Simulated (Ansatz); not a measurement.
## Electronic structure of CH₃CaGa (SMILES [CaH][CH2][Ga]) in real space

Input

```
crystal:
  periodic: [false, false, false]
  atoms:
    - {symbol: C, position_ang: [1.152891, -0.911907, -0.333828]}
    - {symbol: Ca, position_ang: [-1.156329, -0.555300, -0.943607]}
    - {symbol: Ga, position_ang: [1.649919, -2.503572, 0.723429]}
    - {symbol: H, position_ang: [-2.491318, 0.941927, -0.676335]}
    - {symbol: H, position_ang: [1.701043, -0.896108, -1.293160]}
    - {symbol: H, position_ang: [1.355373, 0.037699, 0.193101]}
basis:
  gaussian:
    orbitals: def2-TZVPD
hamiltonian:
  xc: {name: PBE0}
output: {forces: true, orbitals: {seedname: orbitals}}
```

Run with:

```sh
ansatz run input.yaml --threads 2 --pin off --max-ram 4350MiB --events-out events.jsonl --progress --plain --runs-dir runs
```

Geometry: B3LYP-D3(BJ)/6-311G**.

Method: isolated molecule in a Gaussian basis; Kohn-Sham density functional theory, functional PBE0 in Ansatz 0.2.0.

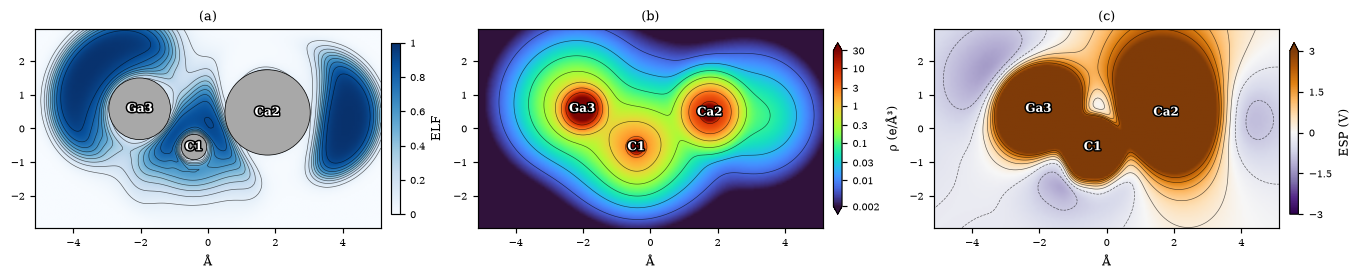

Figure 1. (a) electron localisation function; (b) total electron density; (c) electrostatic potential on the plane of atoms Ca2, C1 and Ga3. Grey discs cover the atomic cores in the ELF map.

**Interpret the plot.**

The section cuts through C, Ca and Ga sites. C–Ga (1.97 Å): ρ at the midpoint is about 0.74 e/Å³; the ELF peaks at about 0.90 in the valence shell of C, 0.7 Å from its nucleus, and is about 0.50 at the midpoint. C–Ca (2.41 Å): the density is about 0.32 e/Å³ at the midpoint; the ELF peaks at about 0.90 in the valence shell of C, 0.8 Å from its nucleus, and is about 0.25 at the midpoint. Outside the dense part of the molecule the potential is most negative (−1.3 V) near C1.

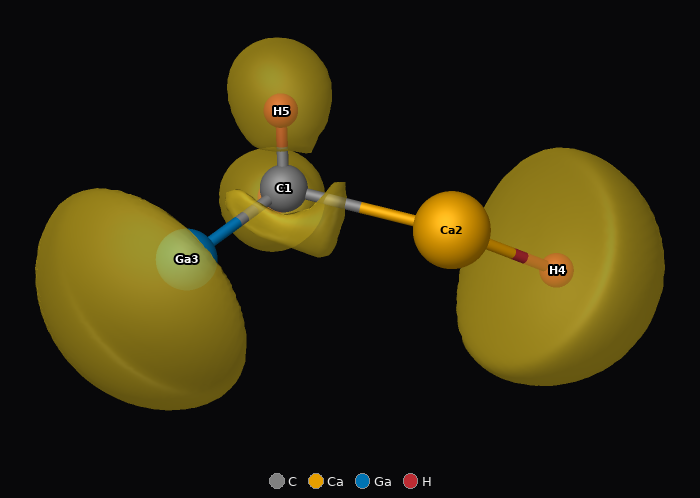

Figure 2. Isosurface of the electron localisation function at 0.85 (yellow), seen at an oblique angle. Core shells and regions of very low density are left out.

**Describe the localisation domains.**

At this value the surface marks out three regions around hydrogen nuclei, one lobe on Ga, pointing away from the bonds (lone pairs) and one region wrapped around C (its valence shell).

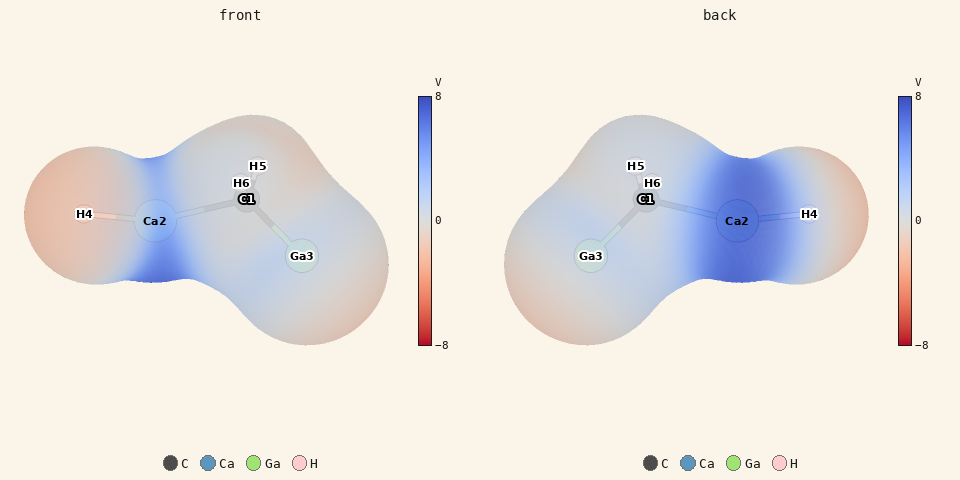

Figure 3. The molecular electrostatic potential painted on the density surface at 0.002 e/bohr³, seen from the front and from behind; red is negative and blue positive.

**Where is the surface potential most negative and most positive?**

The most negative region (about −1.9 V, or −44 kcal/mol for a unit charge) lies over H4, the most positive (about +6.9 V, or +159 kcal/mol for a unit charge) over Ca2.

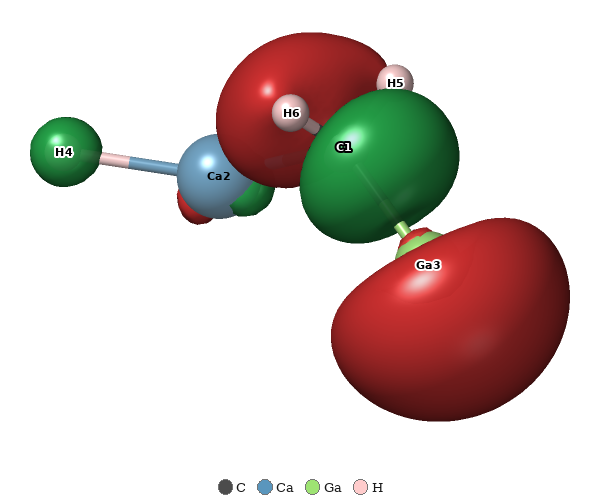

Figure 4. One frontier orbital at ±0.1 Å⁻³ᐟ² (green and red are the two phases), seen at a tilt.

**Which orbital is it: HOMO or LUMO?**

The HOMO, at −4.96 eV. Its weight (Hirshfeld) is mainly on Ga3 (about 55 %), C1 (about 30 %) and Ca2 (about 10 %).
